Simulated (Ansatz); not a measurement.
**SiAsH2 (sextet): from Hartree-Fock to the top rungs, cc-pVTZ**

How much of the correlation energy of SiAsH2 (sextet) does each wave-function method recover here?

Program: Ansatz 0.2.0, Gaussian basis. Level of theory: cc-pVTZ, core rule «outside noble gas», up to 19 orbitals frozen. These are calculated values, not measurements.

Plan: UHF; CCSD(T) on ROHF; CCSD(T) on UHF; BCCD(T) on ROHF; CCSDT(Q) on ROHF; CCSDT(Q) on UHF; CASSCF and MRCISD+Q, 11 electrons in 10 orbitals; CASSCF and NEVPT2, 11 electrons in 10 orbitals.

5 further runs of the same task are left out: 5 set aside as unsound or not needed.

## 1. The system

The geometry is a PBE0/def2-TZVP stationary point (not a proven minimum) of the parent state, kept for this charge and spin. No spin-orbit coupling is included. The filled d shell of As may be among the frozen orbitals whatever the setting's name suggests; the logs give the count.

4 atoms, charge 0, spin multiplicity 6.

Atoms are counted from 1 here; the program's logs count them from 0.

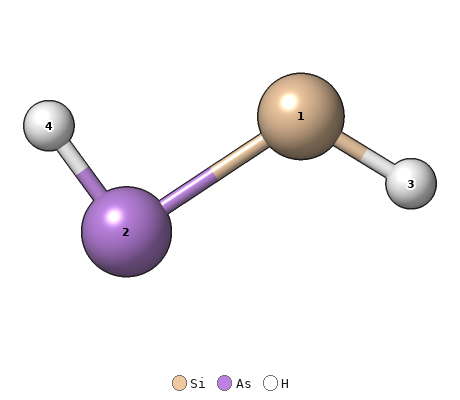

The structure; silicon light orange, arsenic purple, hydrogen white; atoms are numbered from 1 in the order of the file.

In the tables R marks a restricted open-shell determinant and U an unrestricted one; 'valence' is the active space of 11 electrons in 10 orbitals; energies count from the table's Hartree-Fock row.

## 2. UHF

in.yaml reads:

```yaml
crystal:
  periodic: [false, false, false]
  atoms:
    - {symbol: Si, position_ang: [0.000000, -0.125451, 1.746470]}
    - {symbol: As, position_ang: [0.000000, 0.050822, -0.676507]}
    - {symbol: H, position_ang: [0.000000, 1.182184, 2.474574]}
    - {symbol: H, position_ang: [0.000000, -1.464222, -0.852954]}
basis:
  gaussian: {orbitals: cc-pVTZ}
magnetization: {spin_polarized: true, initial_magnetization: 5}
hamiltonian: {xc: hf}
output: {orbitals: {seedname: orbitals}}
```

Launch:

```console
$ ansatz run in.yaml --threads 1 --pin off --events-out ev --progress --plain --max-ram 4096MiB --backend cpu
```

The log of the run:

```text
Functional definition: HF
  name "HF"
  cite "Fock, Z. Phys. 61, 126 (1930) doi:10.1007/BF01340294"
  parent pbe
  exchange = exact_x
  correlation = 0
955 factors; their error is unknown
mean field evaluation 1: about -68680.4250 eV, gradient 8.4e0 eV
mean field evaluation 2: about -68681.3572 eV, gradient 3.6e0 eV
mean field evaluation 4: about -68681.7035 eV, gradient 1.1e0 eV
mean field evaluation 8: about -68681.8570 eV, gradient 2.2e-1 eV
mean field evaluation 16: about -68683.7888 eV, gradient 2.0e-3 eV
mean field evaluation 32: about -68682.7851 eV, gradient 2.0e0 eV
mean field evaluation 64: about -68683.4673 eV, gradient 7.9e-1 eV
mean field -68683.78882258 eV, -2524.0826836856 hartree, gradient 3.0e-5 eV, S^2 8.770194; 0 other end points of the search recorded, 0 dependent functions left out
reference -68683.78882258 eV, -2524.0826836856 hartree; 27, 22 occupied and 78, 83 virtual orbitals, 955 factors
Total energy: -68683.78882258 eV, -2524.0826836856 hartree
```

It took 3.4 s on 1 thread of AMD EPYC 7R13, shared host; peak memory 0.25 GiB.

From the report: ⟨S²⟩ of the determinant 8.770 (pure sextet: 8.75).

## 3. CCSD(T) on ROHF

in.yaml: that of step 2 with these lines changed.

```diff
@@ -9,4 +9,4 @@
   gaussian: {orbitals: cc-pVTZ}
-magnetization: {spin_polarized: true, initial_magnetization: 5}
-hamiltonian: {xc: hf}
-output: {orbitals: {seedname: orbitals}}
+magnetization: {spin_polarized: false, initial_magnetization: 5}
+correlation: {method: ccsd_t, electrons: outside_noble_gas}
+output: {forces: true}
```

Launch:

```console
$ ansatz run in.yaml --threads 2 --pin off --events-out ev --progress --plain --max-ram 24576MiB --backend cuda --devices 0, --max-vram 18GiB
```

The log of the run, shortened:

```text
Functional definition: HF
  name "HF"
  cite "Fock, Z. Phys. 61, 126 (1930) doi:10.1007/BF01340294"
  parent pbe
[...]
645 factors; integrals over basis functions are off by at most 1.4e-3 eV
[...]
mean field -68683.63000972 eV, -2524.0768474207 hartree, gradient 1.8e-6 eV, S^2 8.750000; 4 other end points of the search recorded, 0 dependent functions left out
[...]
19 core orbitals not correlated: weight in the atoms' cores, before any rotation towards them, 1.000 or more for the frozen orbitals, at most 0.000 for the correlated occupied ones
reference -68683.63000972 eV, -2524.0768474207 hartree; 8, 3 occupied and 78, 83 virtual orbitals, 645 factors
second order -4.85944125 eV of doubles, -0.08370780 eV of singles
cycle   1  -5.61601963 eV  change   -6.7e-1 eV  update   7.6e-2
[...]
cycle  22  -5.95316046 eV  change    4.2e-7 eV  update   5.8e-7
perturbative correction -0.25272684 eV, -0.0092875400 hartree
[...]
Total energy: -68689.83589702 eV, -2524.3049095725 hartree
Atom 0 at     0.000000    -0.125451     1.746470 Å, force    -0.000000    -0.126620     5.084009 eV/Å
Atom 1 at     0.000000     0.050822    -0.676507 Å, force     0.000000     0.012704    -5.424677 eV/Å
Atom 2 at     0.000000     1.182184     2.474574 Å, force     0.000000     0.089750     0.522991 eV/Å
Atom 3 at     0.000000    -1.464222    -0.852954 Å, force    -0.000000     0.024166    -0.182323 eV/Å
Dipole moment:    -0.000000     0.034055    -0.240207 e Å
```

It took 3.7 s on 1 × H100 (card shared with other runs) with 2 threads of AMD EPYC 7R13, shared host; peak host memory 0.94 GiB.

From the report: correlation -6.2059 eV; T1 0.043; largest double amplitude 0.04.

## 4. CCSD(T) on UHF

in.yaml: that of step 3 with these lines changed.

```diff
@@ -9,3 +9,3 @@
   gaussian: {orbitals: cc-pVTZ}
-magnetization: {spin_polarized: false, initial_magnetization: 5}
+magnetization: {spin_polarized: true, initial_magnetization: 5}
 correlation: {method: ccsd_t, electrons: outside_noble_gas}
```

Launched as before.

The log of the run, shortened:

```text
Functional definition: HF
  name "HF"
  cite "Fock, Z. Phys. 61, 126 (1930) doi:10.1007/BF01340294"
  parent pbe
[...]
645 factors; integrals over basis functions are off by at most 1.4e-3 eV
[...]
mean field -68683.78963683 eV, -2524.0827136089 hartree, gradient 3.2e-6 eV, S^2 8.770194; 3 other end points of the search recorded, 0 dependent functions left out
19 core orbitals not correlated: weight in the atoms' cores, before any rotation towards them, 1.000 or more for the frozen orbitals, at most 0.000 for the correlated occupied ones
reference -68683.78963683 eV, -2524.0827136089 hartree; 8, 3 occupied and 78, 83 virtual orbitals, 645 factors
second order -4.79462952 eV of doubles, -0.00000000 eV of singles
cycle   1  -5.46758328 eV  change   -6.7e-1 eV  update   7.6e-2
[...]
cycle  23  -5.80938050 eV  change    5.5e-7 eV  update   4.1e-7
perturbative correction -0.24982950 eV, -0.0091810649 hartree
[...]
Total energy: -68689.84884684 eV, -2524.3053854696 hartree
Atom 0 at     0.000000    -0.125451     1.746470 Å, force    -0.000000    -0.128461     5.091391 eV/Å
Atom 1 at     0.000000     0.050822    -0.676507 Å, force     0.000000     0.015585    -5.433775 eV/Å
Atom 2 at     0.000000     1.182184     2.474574 Å, force     0.000000     0.091226     0.524705 eV/Å
Atom 3 at     0.000000    -1.464222    -0.852954 Å, force    -0.000000     0.021650    -0.182321 eV/Å
Dipole moment:    -0.000000     0.033916    -0.241428 e Å
```

Wall time 9.5 s (1 × H100 (card shared with other runs) with 2 threads of AMD EPYC 7R13, shared host); peak host memory 0.94 GiB.

From the report: ⟨S²⟩ of the determinant 8.770 (pure sextet: 8.75); correlation -6.0592 eV; T1 0.036; largest double amplitude 0.03.

## 5. BCCD(T) on ROHF

in.yaml: that of step 4 with these lines changed.

```diff
@@ -9,4 +9,3 @@
   gaussian: {orbitals: cc-pVTZ}
-magnetization: {spin_polarized: true, initial_magnetization: 5}
-correlation: {method: ccsd_t, electrons: outside_noble_gas}
-output: {forces: true}
+magnetization: {spin_polarized: false, initial_magnetization: 5}
+correlation: {method: bccd_t, electrons: outside_noble_gas}
```

Same command.

The log of the run, shortened:

```text
Functional definition: HF
  name "HF"
  cite "Fock, Z. Phys. 61, 126 (1930) doi:10.1007/BF01340294"
  parent pbe
[...]
645 factors; integrals over basis functions are off by at most 1.4e-3 eV
[...]
mean field -68683.63000972 eV, -2524.0768474207 hartree, gradient 1.8e-6 eV, S^2 8.750000; 4 other end points of the search recorded, 0 dependent functions left out
[...]
19 core orbitals not correlated: weight in the atoms' cores, before any rotation towards them, 1.000 or more for the frozen orbitals, at most 0.000 for the correlated occupied ones
reference -68683.63000972 eV, -2524.0768474207 hartree; 8, 3 occupied and 78, 83 virtual orbitals, 645 factors
second order -4.85944125 eV of doubles, -0.08370780 eV of singles
cycle   1  -5.64705126 eV  change   -7.0e-1 eV  update   7.6e-2
[...]
cycle  16  -5.94850416 eV  change   -8.0e-6 eV  update   1.1e-5
perturbative correction -0.26270030 eV, -0.0096540581 hartree
Total energy: -68689.84121418 eV, -2524.3051049745 hartree
```

Wall time 7 s (1 × H100 (card shared with other runs) with 2 threads of AMD EPYC 7R13, shared host); peak host memory 0.82 GiB.

From the report: correlation -6.2112 eV; largest double amplitude 0.04.

## 6. CCSDT(Q) on ROHF

in.yaml: that of step 5 with these lines changed.

```diff
@@ -10,2 +10,2 @@
 magnetization: {spin_polarized: false, initial_magnetization: 5}
-correlation: {method: bccd_t, electrons: outside_noble_gas}
+correlation: {method: ccsdt_q, electrons: outside_noble_gas}
```

Launched as before.

The log of the run, shortened:

```text
Functional definition: HF
  name "HF"
  cite "Fock, Z. Phys. 61, 126 (1930) doi:10.1007/BF01340294"
  parent pbe
[...]
1266 factors; integrals over basis functions are off by at most 2.5e-7 eV
[...]
mean field -68683.63006804 eV, -2524.0768495639 hartree, gradient 2.8e-6 eV, S^2 8.750000; 4 other end points of the search recorded, 0 dependent functions left out
[...]
19 core orbitals not correlated: weight in the atoms' cores, before any rotation towards them, 1.000 or more for the frozen orbitals, at most 0.000 for the correlated occupied ones
reference -68683.63006804 eV, -2524.0768495639 hartree; 8, 3 occupied and 78, 83 virtual orbitals, 1266 factors
second order -4.85943244 eV of doubles, -0.08370629 eV of singles
cycle   1  -5.61598437 eV  change   -6.7e-1 eV  update   8.7e-2
[...]
cycle  26  -6.26007839 eV  change    7.1e-7 eV  update   1.1e-6
perturbative correction -0.01247495 eV, -0.0004584458 hartree
Total energy: -68689.90262138 eV, -2524.3073616473 hartree
```

Wall time 27 s (1 × H100 (card shared with other runs) with 2 threads of AMD EPYC 7R13, shared host); peak host memory 1.1 GiB.

From the report: correlation -6.2726 eV; T1 0.048; largest double amplitude 0.07.

## 7. CCSDT(Q) on UHF

in.yaml: that of step 6 with these lines changed.

```diff
@@ -9,3 +9,3 @@
   gaussian: {orbitals: cc-pVTZ}
-magnetization: {spin_polarized: false, initial_magnetization: 5}
+magnetization: {spin_polarized: true, initial_magnetization: 5}
 correlation: {method: ccsdt_q, electrons: outside_noble_gas}
```

The command is unchanged.

The log of the run, shortened:

```text
Functional definition: HF
  name "HF"
  cite "Fock, Z. Phys. 61, 126 (1930) doi:10.1007/BF01340294"
  parent pbe
[...]
1266 factors; integrals over basis functions are off by at most 2.5e-7 eV
[...]
mean field -68683.78969248 eV, -2524.0827156539 hartree, gradient 3.8e-6 eV, S^2 8.770194; 3 other end points of the search recorded, 0 dependent functions left out
19 core orbitals not correlated: weight in the atoms' cores, before any rotation towards them, 1.000 or more for the frozen orbitals, at most 0.000 for the correlated occupied ones
reference -68683.78969248 eV, -2524.0827156539 hartree; 8, 3 occupied and 78, 83 virtual orbitals, 1266 factors
second order -4.79461994 eV of doubles, -0.00000000 eV of singles
cycle   1  -5.46755018 eV  change   -6.7e-1 eV  update   8.7e-2
[...]
cycle  22  -6.11389052 eV  change    4.9e-7 eV  update   1.2e-6
perturbative correction -0.01283210 eV, -0.0004715711 hartree
Total energy: -68689.91641510 eV, -2524.3078685575 hartree
```

Run time: 19 s. Hardware: 1 × H100 (card shared with other runs) with 2 threads of AMD EPYC 7R13, shared host; peak host memory 0.98 GiB.

From the report: ⟨S²⟩ of the determinant 8.770 (pure sextet: 8.75); correlation -6.1267 eV; T1 0.042; largest double amplitude 0.06.

## 8. CASSCF and MRCISD+Q, 11 electrons in 10 orbitals

in.yaml: that of step 7 with these lines changed.

```diff
@@ -9,3 +9,3 @@
   gaussian: {orbitals: cc-pVTZ}
-magnetization: {spin_polarized: true, initial_magnetization: 5}
-correlation: {method: ccsdt_q, electrons: outside_noble_gas}
+magnetization: {spin_polarized: false, initial_magnetization: 5}
+correlation: {method: fic_mrcisd_q, electrons: outside_noble_gas, active_space: {window: {electrons: 11, orbitals: 10}, shells: [{species: As, l: s, shell: 4}, {species: As, l: p, shell: 4}, {species: H, l: s, shell: 1}, {species: Si, l: s, shell: 3}, {species: Si, l: p, shell: 3}]}}
```

The command is unchanged.

The log of the run, shortened:

```text
Functional definition: HF
  name "HF"
  cite "Fock, Z. Phys. 61, 126 (1930) doi:10.1007/BF01340294"
  parent pbe
[...]
1266 factors; integrals over basis functions are off by at most 2.5e-7 eV
[...]
mean field -68683.63006804 eV, -2524.0768495639 hartree, gradient 2.8e-6 eV, S^2 8.750000; 4 other end points of the search recorded, 0 dependent functions left out
reference -68683.63006804 eV, -2524.0768495639 hartree; 27, 22 occupied and 78, 83 virtual orbitals, 1266 factors
state -68684.68765991 eV, -2524.1157153483 hartree
contracted CI cycle   1: correlation 0.00000000 eV, 0.0000000000 hartree, residual 1.70e1 eV
contracted CI cycle   2: correlation -4.43689275 eV, -0.1630528011 hartree, residual 3.21e0 eV
contracted CI cycle   3: correlation -4.61017132 eV, -0.1694206710 hartree, residual 7.55e-1 eV
contracted CI cycle   4: correlation -4.61873627 eV, -0.1697354274 hartree, residual 2.02e-1 eV
contracted CI cycle   5: correlation -4.61934992 eV, -0.1697579786 hartree, residual 5.82e-2 eV
contracted CI cycle   6: correlation -4.61940265 eV, -0.1697599161 hartree, residual 1.75e-2 eV
contracted CI cycle   7: correlation -4.61940738 eV, -0.1697600900 hartree, residual 5.38e-3 eV
contracted CI cycle   8: correlation -4.61940780 eV, -0.1697601055 hartree, residual 1.64e-3 eV
state -68684.68765991 eV, -2524.1157153483 hartree; corrected -68689.75818187 eV, -2524.3020535934 hartree
Total energy: -68689.75818187 eV, -2524.3020535934 hartree
Checks for a lower state left out: starts, orbital_swaps
```

It took 9 s on 1 × H100 (card shared with other runs) with 2 threads of AMD EPYC 7R13, shared host; peak host memory 0.92 GiB.

From the report: 2,752 determinants; active occupations 1.99, 1.97, 1.97, 1.01, 1.00, 1.00, 1.00, 1.00, 0.04, 0.03.

## 9. CASSCF and NEVPT2, 11 electrons in 10 orbitals

in.yaml reads:

```yaml
crystal:
  periodic: [false, false, false]
  atoms:
    - {symbol: Si, position_ang: [0.000000, -0.125451, 1.746470]}
    - {symbol: As, position_ang: [0.000000, 0.050822, -0.676507]}
    - {symbol: H, position_ang: [0.000000, 1.182184, 2.474574]}
    - {symbol: H, position_ang: [0.000000, -1.464222, -0.852954]}
basis:
  gaussian: {orbitals: cc-pVTZ}
magnetization: {spin_polarized: false, initial_magnetization: 5}
correlation: {method: sc_nevpt2, electrons: outside_noble_gas, active_space: {window: {electrons: 11, orbitals: 10}, shells: [{species: As, l: s, shell: 4}, {species: As, l: p, shell: 4}, {species: H, l: s, shell: 1}, {species: Si, l: s, shell: 3}, {species: Si, l: p, shell: 3}]}}
```

Launched as before.

The log of the run:

```text
Functional definition: HF
  name "HF"
  cite "Fock, Z. Phys. 61, 126 (1930) doi:10.1007/BF01340294"
  parent pbe
  exchange = exact_x
  correlation = 0
1266 factors; integrals over basis functions are off by at most 2.5e-7 eV
mean field evaluation 1: about -68682.0078 eV, gradient 9.6e0 eV
mean field evaluation 2: about -68682.0219 eV, gradient 9.6e0 eV
mean field evaluation 4: about -68683.3624 eV, gradient 2.4e0 eV
mean field evaluation 8: about -68683.6167 eV, gradient 4.7e-1 eV
mean field evaluation 16: about -68683.6301 eV, gradient 2.7e-6 eV
mean field evaluation 32: about -68683.6285 eV, gradient 3.4e-1 eV
mean field -68683.63006804 eV, -2524.0768495639 hartree, gradient 2.8e-6 eV, S^2 8.750000; 4 other end points of the search recorded, 0 dependent functions left out
reference -68683.63006804 eV, -2524.0768495639 hartree; 27, 22 occupied and 78, 83 virtual orbitals, 1266 factors
state -68684.68765991 eV, -2524.1157153483 hartree
state -68684.68765991 eV, -2524.1157153483 hartree; corrected -68688.55107881 eV, -2524.2576933741 hartree
Total energy: -68688.55107881 eV, -2524.2576933741 hartree
Checks for a lower state left out: starts, orbital_swaps
```

Run time: 3.2 s. Hardware: 1 × H100 (card shared with other runs) with 2 threads of AMD EPYC 7R13, shared host; peak host memory 0.83 GiB.

From the report: 2,752 determinants; active occupations 1.99, 1.97, 1.97, 1.01, 1.00, 1.00, 1.00, 1.00, 0.04, 0.03.

## 10. Natural occupations

Natural occupations of the CASSCF valence state about the gap (report; correlated orbitals 2 to 10): 1.971, 1.965, 1.006, 1.001, 1.001, 1.000, 0.997, 0.040, 0.026. The count of effectively unpaired electrons, Σ n²(2 − n)², is 5.02; a single determinant of this spin has 5.

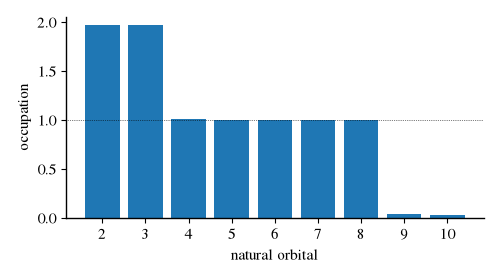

Natural occupations of the CASSCF valence state.

## 11. All levels against the top one

The yardstick is UCCSDT(Q), where the cluster series has nearly closed. Rows without a time come out of other runs: HF, MP2 and CCSD of CCSD(T), CCSDT of CCSDT(Q), CASSCF and MRCISD of the multireference runs. The times of RCCSD(T), UCCSD(T) include forces.

Differences are taken before rounding.

| method | energy from the lowest RHF (meV) | from UCCSDT(Q) (meV) | time |
| --- | --- | --- | --- |
| RHF | 0.0 | +6286.4 |  |
| UHF | -159.6 | +6126.8 |  |
| RMP2 | -4943.1 | +1343.3 |  |
| UMP2 | -4954.3 | +1332.1 |  |
| RCCSD | -5953.2 | +333.2 |  |
| UCCSD | -5969.0 | +317.4 |  |
| RCCSD(T) | -6205.9 | +80.5 | 3.7 s |
| UCCSD(T) | -6218.8 | +67.6 | 9.5 s |
| BCCD(T) | -6211.2 | +75.2 | 7 s |
| RCCSDT | -6260.1 | +26.3 |  |
| UCCSDT | -6273.6 | +12.8 |  |
| RCCSDT(Q) | -6272.6 | +13.8 | 27 s |
| UCCSDT(Q) | -6286.4 | 0 | 19 s |
| CASSCF valence | -1057.7 | +5228.8 |  |
| NEVPT2 valence | -4921.1 | +1365.3 | 3.2 s |
| MRCISD valence | -5677.1 | +609.3 |  |
| MRCISD+Q valence | -6128.2 | +158.2 | 9 s |

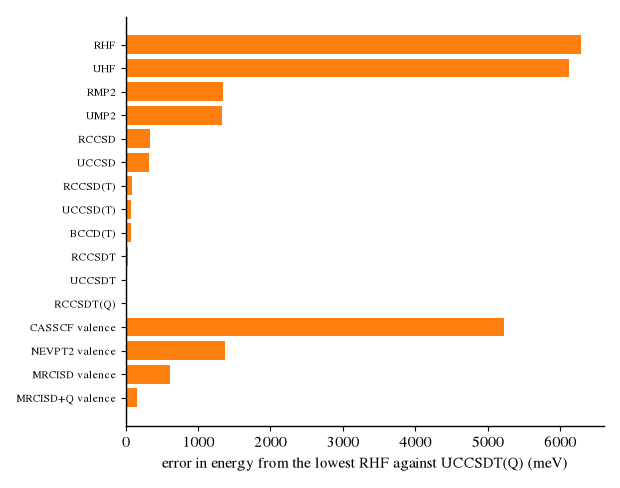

How far each level lands from UCCSDT(Q).

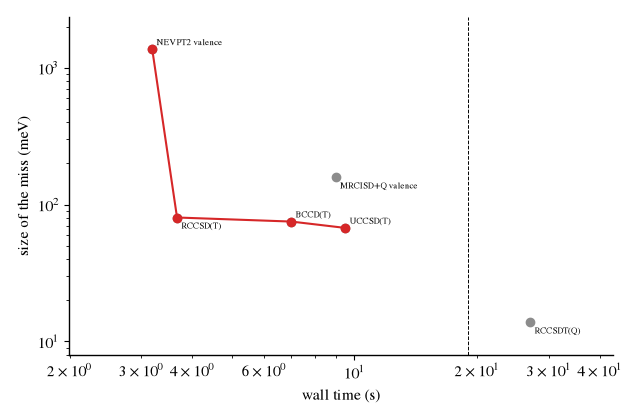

Accuracy for the time spent; red marks the levels that beat every quicker one drawn (of those quicker than the yardstick), and the dashed line is the time of UCCSDT(Q). Times are from a shared host.

## 12. What came out

```
                         quantity                      value
   UCCSDT(Q) below the RHF energy                 -6.2864 eV
              RMP2 from UCCSDT(Q)                +1343.3 meV
              UMP2 from UCCSDT(Q)                +1332.1 meV
             RCCSD from UCCSDT(Q)                 +333.2 meV
          RCCSD(T) from UCCSDT(Q)                  +80.5 meV
          UCCSD(T) from UCCSDT(Q)                  +67.6 meV
         RCCSDT(Q) from UCCSDT(Q)                  +13.8 meV
    NEVPT2 valence from UCCSDT(Q)                +1365.3 meV
  MRCISD+Q valence from UCCSDT(Q)                 +158.2 meV
levels within 1 kcal/mol (43 meV)  RCCSDT, UCCSDT, RCCSDT(Q)
                    T1 diagnostic                      0.043
   effectively unpaired electrons                       5.02
```

**Reading.** RCCSD(T) misses by +80.5 meV, 1.3 % of the correlation energy. The occupations are near whole numbers, but T1 = 0.043 shows that the orbitals relax strongly. Of the multireference levels listed MRCISD+Q valence comes nearest in total energy (+158.2 meV), which doesn't show that its space is the better one. These misses are within one basis, not against nature; the frozen cores of restricted and unrestricted runs differ, which can shift their rows.

For cost: UCCSD(T) gets within 67.6 meV in 9.5 s, where UCCSDT(Q) took 19 s; the quickest level in the cost chart, NEVPT2 valence, takes 3.2 s and misses by 1365.3 meV.
